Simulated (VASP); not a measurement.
Band structure of LiH (rock salt). Computed with PBE GGA with D3 dispersion (zero damping), VASP's PBE PAW potentials (set 64) (plane waves; VASP).

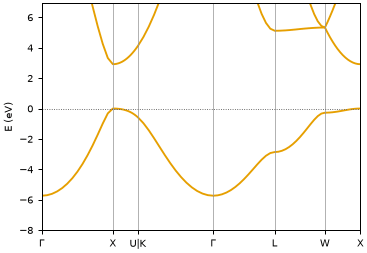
Figure. Bands along high-symmetry lines, zero at the valence-band maximum or, without a gap, the Fermi level

Question: Read the plot: is there a gap, and where are the band edges?

Answer: The gap is direct, 2.92 eV, from the valence maximum at X to the conduction minimum at X. (Edges off the drawn lines would not show.)

The compound is LiH in the rock salt structure. It was relaxed first, which changed the volume by -12 %.
